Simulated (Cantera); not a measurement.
Feed: 1 mol CH3SiCl3, 0.19 mol HCl, 4.9 mol H2, equilibrated at 5.40 mbar.

Equilibrium computed with Cantera from the NASA thermochemical tables; the gas is ideal and each condensed phase is pure. Candidate condensed phases: C, C6H6, C7H8, C8H18, Si, SiC; 109 gas species. The feed counts by its element totals alone. The tables' values for SiCl, SiCl3 are old estimates; treat these amounts as uncertain. The numbers say what is thermodynamically allowed, not how fast it happens.

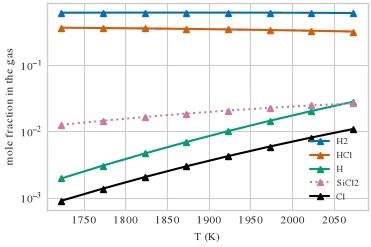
Equilibrium gas composition (values under 1e-9 drawn at 1e-9)

### Question
Read off the mole fractions at 1723 K.

### Answer
H2 about 0.62, HCl about 0.37, SiCl2 about 0.013, H about 0.0019, Cl about 0.00090.
